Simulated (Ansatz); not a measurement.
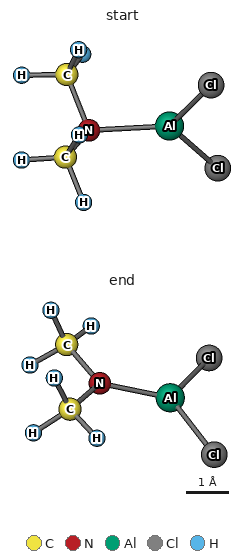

The structure of C2H6AlCl2N (coarse preliminary run) before (top) and after (bottom) a relaxation, at one scale.

A ball-and-stick model, seen at a tilt.

The start comes from a force field.

The calculation used RKS PBE-D4/def2-SVP (Ansatz). (force threshold 0.03 eV/Å; at most 200 steps)

Q: Summarise the run.

A: The atom that moves furthest after the best rigid fit is a Cl atom (2.58 Å). By element the largest moves are Cl 2.58 Å, H 1.18 Å, N 0.59 Å, C 0.52 Å, Al 0.17 Å. Among the contacts that change: Al–N 1.957 → 1.780 Å, Al–Cl 2.225 → 2.107 Å, C–H 1.184 → 1.108 Å, Al–Cl 2.171 → 2.107 Å. Bond angles that change, for instance: C–N–Al 108.5° → 123.2°, C–N–Al 114.4° → 123.2°, C–N–C 107.9° → 113.6°. The energy falls by 111.0 kJ/mol in 22 accepted moves (25 points after the start). The largest force component goes from 3.5 to 0.002 eV/Å. The line search rejected the trial steps at points 7, 21, 24 of the run. The forces were under the threshold at step 22, but the run went on from there. Cost: 23 s on 4 threads of Intel Xeon 6975P-C, with other jobs on the host.
